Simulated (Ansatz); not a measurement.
## Fields on a plane of C (diamond)

```yaml
crystal:
  lattice:
    - [0.00000, 1.78581, 1.78581]
    - [1.78581, 0.00000, 1.78581]
    - [1.78581, 1.78581, 0.00000]
  atoms:
    - { symbol: C, position: [0.50000, 0.50000, 0.50000] }
    - { symbol: C, position: [0.75000, 0.75000, 0.75000] }
```

The slice is a {100} plane (indices of the conventional cell) through the point (0.750, 0.750, 0.750) (fractional), spanned by u = [100] and v = [0 1 -1] in vectors of this cell: u (2.53 Å) and v (2.53 Å, at 90° to u). It covers one period; positions are fractions (u, v).

Atoms on it: C at (0.00, 0.00). Other atoms lie within 1 Å of the plane.

The numbers are results of PBE (plane waves to 420 eV, PAW, scalar-relativistic; Ansatz, a first-principles code), not measurements. k mesh 16×16×16. Inside the PAW spheres the values are not all-electron values, and peaks at nuclei hang on which shells count as valence. C was relaxed with its symmetry unable to fall. The PAW data are Ansatz's earlier set.

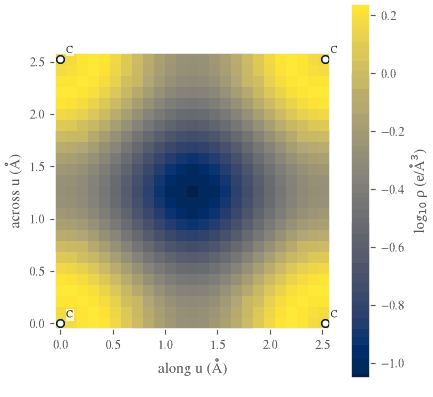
Figure. Log₁₀ of the valence density in e/Å³, one period of the plane, atoms marked. The scale is logarithmic, as a density can span decades between atoms and voids.

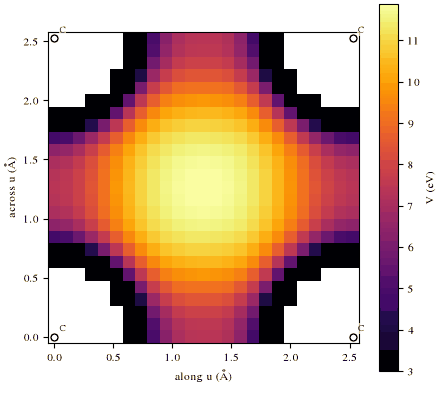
Fig. 1. Electrostatic potential energy of an electron, from the cell's mean, in eV, one period of the plane, atoms marked. Points within 0.6 Å of a nucleus are left white, as the pseudised field means little there. Values under 3 eV are set to 3. The zero, the cell's mean, hangs on the PAW cores.
